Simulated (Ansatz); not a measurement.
System: F3HOSi2.

```xyz
7

F    -1.5044    0.0603    0.9836
F    -1.0068   -2.2820    1.9591
F     0.5594   -0.2914    2.5008
O     0.5788   -1.3312    0.0738
Si   -0.3353   -0.9624    1.3611
Si    0.9261   -1.1710   -1.5742
H    -0.2272   -0.1970   -1.9105
```

Geometry: B3LYP-D3(BJ)/def2-SVP.

Level of theory: isolated molecule in a Gaussian basis; Kohn-Sham density functional theory, functional PBE0 in Ansatz 0.2.0.

Q: What will maps of the electron density and electron localisation function show?

A: Si–F (1.60 Å): ρ at the midpoint is about 1.2 e/Å³; the ELF peaks at about 0.85 in the valence shell of F, 0.6 Å from its nucleus, and is about 0.55 at the midpoint.
Si–O (1.62 Å): ρ is about 1.2 e/Å³ halfway; the ELF peaks at about 0.85 between the atoms (a short, strongly polar bond).
Si–H (1.55 Å): ρ is about 0.77 e/Å³ halfway; the ELF climbs to about 1 towards the hydrogen, as it does in any bond to H.
Si–O (1.69 Å): ρ at the midpoint is about 1 e/Å³; the ELF peaks at about 0.85 between the atoms (a polar covalent bond).

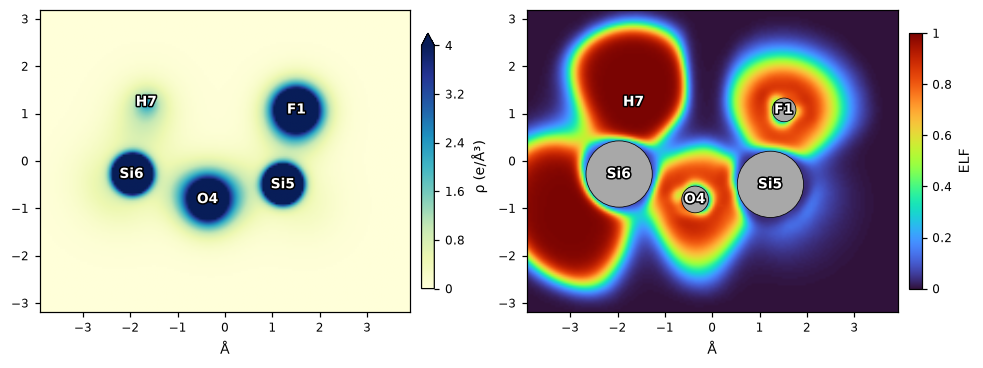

Computed electron density and electron localisation function on the plane of atoms F1, Si5 and O4, in this order. Grey discs cover the atomic cores in the ELF map. 
